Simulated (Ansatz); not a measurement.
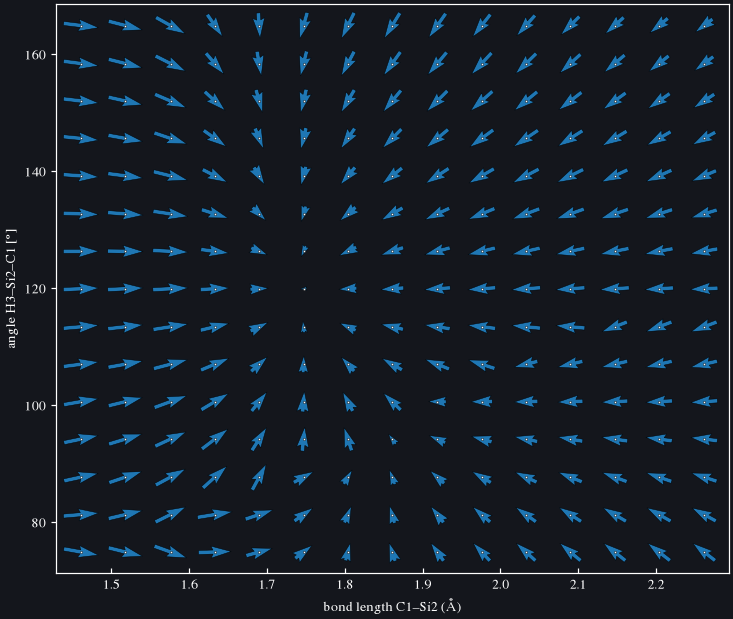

CHSi, SMILES [C]#[SiH], spin multiplicity 2. First axis: bond length C1–Si2. Second axis: angle H3–Si2–C1. Nothing is relaxed (all other coordinates rigid). Grid: 15 × 15 points. Points are written as (first, second). In part of the range the unrestricted reference is strongly spin-contaminated. Level of theory: Ansatz, UHF/def2-TZVP.

In the figure: dots at the grid points, arrows along the force (downhill), their lengths compressed.

### The arrows alone are given. Where is the energy lowest?

The arrows converge at about (1.740 Å, 120°) (read from the interpolated surface).

The energy map of the same scan:

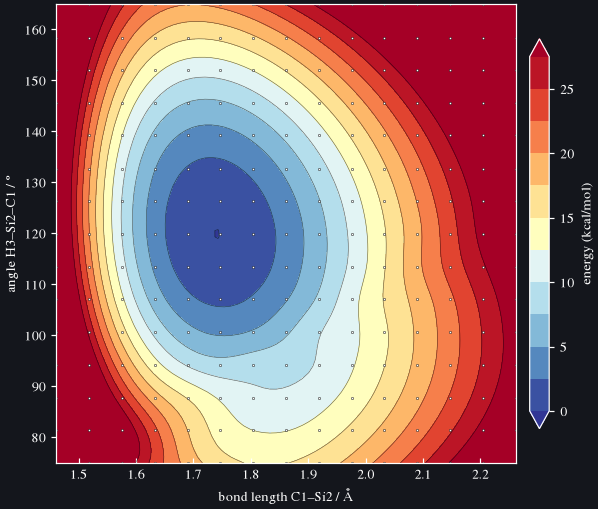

Energies are in kcal/mol, from the lowest grid point; between grid points the surface is interpolated.
